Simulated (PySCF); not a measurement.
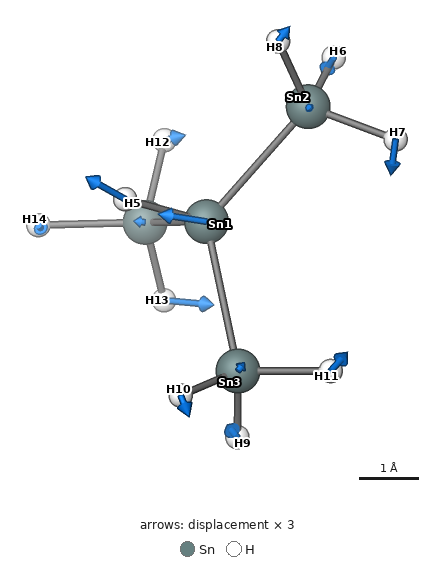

This is a relaxation of Sn₄H₁₀. The starting structure is drawn; blue arrows show the displacements, 3 times their true length. The two geometries are superimposed by the best rigid fit.

The picture is a ball-and-stick view, seen from a free direction.

The start comes from GFN2-xTB. Its atoms were then displaced at random by about 0.03 Å.

The calculation used PBE0-D3(BJ)/def2-SVP geometry optimisation, gas phase in PySCF. 

Describe the change and its energy.

After 7 geometry steps the energy has fallen by 11.8 kcal/mol. The atom that moves furthest after the best rigid fit is an H atom (0.35 Å). By element the largest moves are H 0.35 Å, Sn 0.30 Å. Near-neighbour distances that change, for instance: Sn–Sn 2.645 → 2.789 Å, H–Sn 1.607 → 1.716 Å, H–Sn 1.813 → 1.715 Å, H–Sn 1.645 → 1.716 Å. Among the angles between lasting bonds that change: H–Sn–H 99.7° → 108.6°, Sn–Sn–Sn 119.7° → 111.0°, Sn–Sn–H 118.4° → 109.9°. Cost: 2.6 min on 1 thread of Arm Neoverse V1, on a shared host.
